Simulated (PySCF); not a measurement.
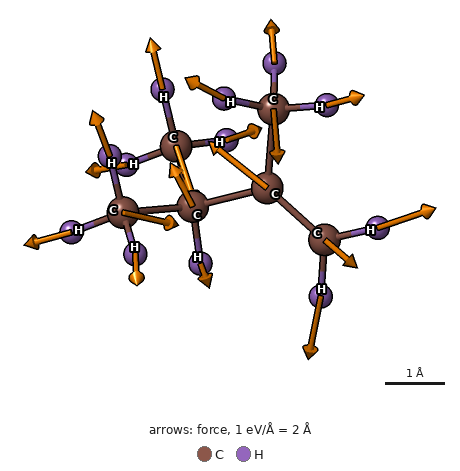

Starting geometry of C6H12 with the computed forces as orange arrows. Style: ball-and-stick. Shown at a tilt.

The start comes from GFN2-xTB.

These are results of PySCF, PBE0-D3(BJ)/def2-SVP geometry optimisation, gas phase, not measurements. 

### Is this structure relaxed? If not, where do the atoms go?

It isn't relaxed: the largest force vector, on a C atom, is 0.66 eV/Å. The final displacements follow the starting forces only in part (cosine between the two patterns 0.42). The energy falls by 5.25 kJ/mol in 3 geometry steps. The largest move after the best rigid fit is that of an H atom, 0.042 Å. Largest moves by element: H 0.042 Å, C 0.019 Å. Some distances before and after: C–H 1.077 → 1.094 Å, C–C 1.324 → 1.338 Å, C–H 1.096 → 1.103 Å, C–C 1.511 → 1.516 Å. The run took 30 s on 1 thread of Arm Neoverse V2, on a shared host.
